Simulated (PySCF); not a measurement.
# Excited-state calculation, with input and output: C₆H₁₂

The run: excited-state calculation of C₆H₁₂ (2,3-dimethyl-2-butene). Method and program: TDDFT PBE0/def2-SVPD, vertical, gas phase, core orbitals frozen in the response (PySCF 2.14.0).

The geometry comes from this level: GFN2-xTB.

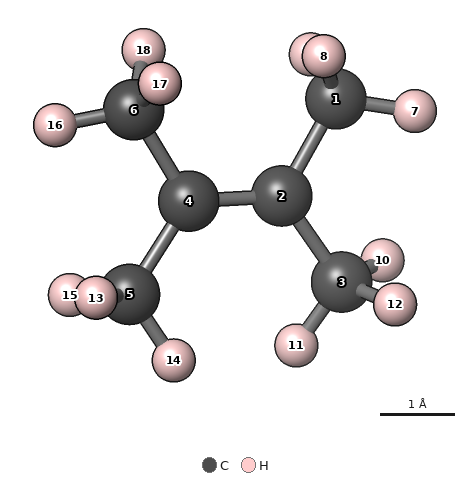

The structure as given in the input (ball-and-stick view, seen at a tilt; atoms are numbered from 1 in the order of the input).

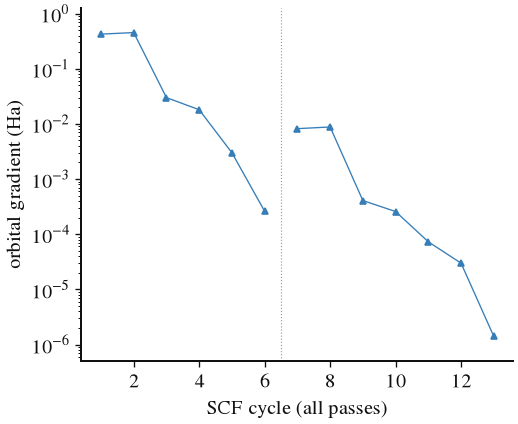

Convergence of the self-consistent field: orbital gradient against the SCF cycle. The dotted line marks the change from a coarse to the final integration grid. The first 6 cycles use a coarse grid, the final grid takes over at cycle 7, and the field converges after 13 cycles in all.

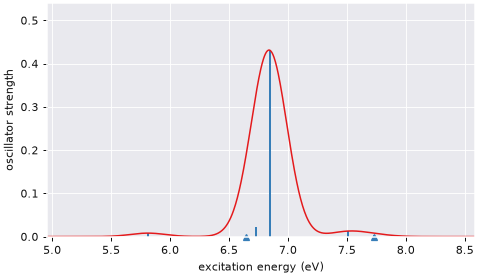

Computed excitations as sticks (degenerate states added up, dark ones marked on the axis), with a Gaussian envelope of 0.35 eV full width at half maximum, scaled to the tallest. Of the 6 states the lowest lies at 5.81 eV (f = 0.008); the strongest line is at 6.84 eV, or 181 nm (f = 0.431).

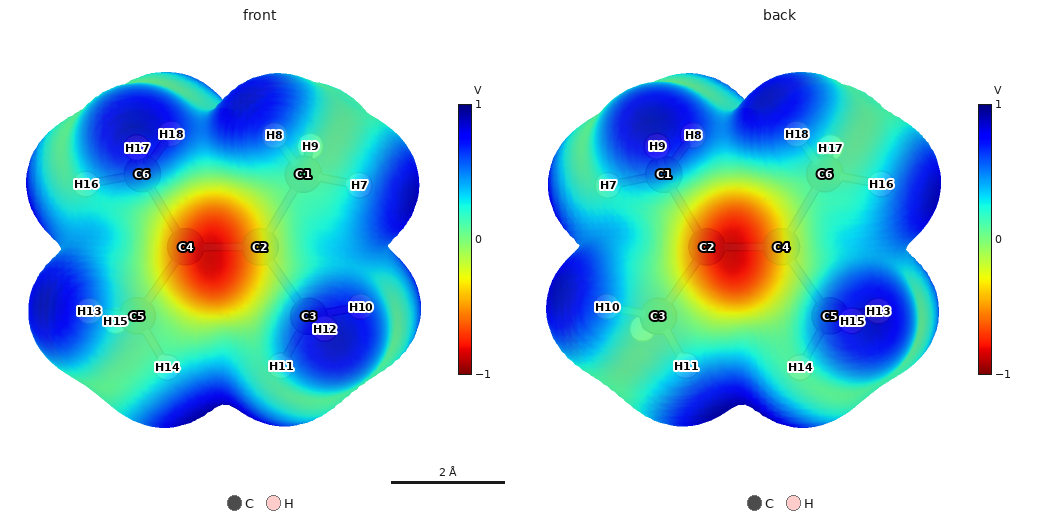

The molecular electrostatic potential painted on the density surface at 0.004 e/bohr³, seen face on and from behind; the colour scale runs from red (negative) to blue (positive). Its dipole moment is 0.02 D.

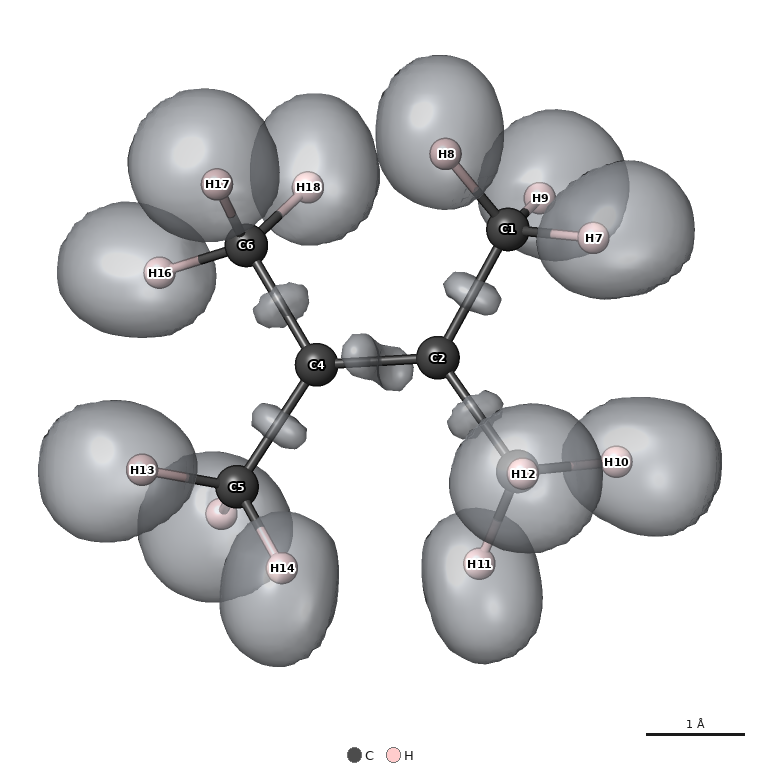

Isosurface of the electron localisation function at 0.9 (grey), seen at a tilt. Only the valence region is drawn (cores and ρ < 0.01 e/Å³ removed). The ELF exceeds this value in five regions between bonded C–C atoms (shared pairs) and twelve regions around hydrogen nuclei. Profiles from the grid: C–C (1.33 Å): the ELF peaks at about 0.95 between the atoms; a multiple bond by its length, whose ELF region spreads away from the axis. C–H (1.08 Å): the ELF climbs to about 1 towards the hydrogen, as it does in any bond to H; a covalent bond by its length.

The input and output of the run follow.

The input
```
{"job": {"kind": "uv", "xc": "PBE0", "basis": "def2-SVPD", "nstates": 6, "ntriplets": 2}, "charge": 0, "multiplicity": 1}
C      1.369610    -1.313816    -0.234908
C      0.662606     0.007429    -0.080015
C      1.581698     1.195493    -0.111786
C     -0.659144     0.065278     0.079204
C     -1.461741     1.329011     0.196009
C     -1.489884    -1.189689     0.148239
H      2.375422    -1.163853    -0.619103
H      0.834897    -1.972092    -0.916307
H      1.447140    -1.822705     0.726886
H      2.477123     0.976570     0.468607
H      1.124607     2.089287     0.300158
H      1.892460     1.406930    -1.136197
H     -2.304641     1.288080    -0.493507
H     -0.882623     2.217304    -0.031812
H     -1.863955     1.426954     1.205324
H     -2.486942    -0.964137     0.517625
H     -1.589102    -1.643569    -0.838663
H     -1.036289    -1.926158     0.808591
```

The first line tells a small driver script what to run in PySCF; the rest is the geometry in Å.

Launch command:
```bash
OMP_NUM_THREADS=1 python <driver script> task.json out
```

The program's output
```
coarse grid: 13960 points
cycle   1  E = -235.3090799566  dE =  4.196e-01  |g| = 4.240e-01  |ddm| = 1.022e+01
cycle   2  E = -235.3040839185  dE =  4.996e-03  |g| = 4.525e-01  |ddm| = 2.569e+00
cycle   3  E = -235.3611439567  dE = -5.706e-02  |g| = 2.998e-02  |ddm| = 1.293e+00
cycle   4  E = -235.3613023794  dE = -1.584e-04  |g| = 1.806e-02  |ddm| = 1.584e-01
cycle   5  E = -235.3613828764  dE = -8.050e-05  |g| = 2.997e-03  |ddm| = 5.418e-02
cycle   6  E = -235.3613849633  dE = -2.087e-06  |g| = 2.604e-04  |ddm| = 1.059e-02
final grid: 131712 points
cycle   7  E = -235.3979308288  dE = -6.099e-05  |g| = 8.197e-03  |ddm| = 3.034e-01
cycle   8  E = -235.3979282257  dE =  2.603e-06  |g| = 8.794e-03  |ddm| = 6.381e-02
cycle   9  E = -235.3979492403  dE = -2.101e-05  |g| = 4.078e-04  |ddm| = 2.528e-02
cycle  10  E = -235.3979492688  dE = -2.850e-08  |g| = 2.577e-04  |ddm| = 2.332e-03
cycle  11  E = -235.3979492843  dE = -1.551e-08  |g| = 7.282e-05  |ddm| = 7.439e-04
cycle  12  E = -235.3979492855  dE = -1.151e-09  |g| = 2.983e-05  |ddm| = 2.356e-04
cycle  13  E = -235.3979492857  dE = -2.224e-10  |g| = 1.406e-06  |ddm| = 7.299e-05
converged SCF energy = -235.3979492857

Static polarisability (au): isotropic 75.053, principal 57.547 75.863 91.751

Singlet excitations
state   eV       nm        f      main configurations
  1   5.8115    213.3   0.00824   H->L 0.98
  2   6.6482    186.5   0.00130   H->L+2 0.99
  3   6.7321    184.2   0.02184   H->L+3 0.94
  4   6.8438    181.2   0.43115   H->L+1 0.91
  5   7.5115    165.1   0.01184   H->L+5 0.98
  6   7.7304    160.4   0.00413   H->L+4 0.92

Triplet excitations (Tamm-Dancoff, eV): 4.1404 5.7186
```

Key numbers

- outcome: converged
- total energy: −235.397949 hartree
- HOMO: −6.26 eV
- LUMO: 0.68 eV
- dipole moment: 0.02 D
- mean polarisability: 75.05 a.u.
- lowest singlet excitation: 5.81 eV
- hardware: 1 CPU thread, shared host
- wall time: 33 s
- peak memory: 0.87 GiB
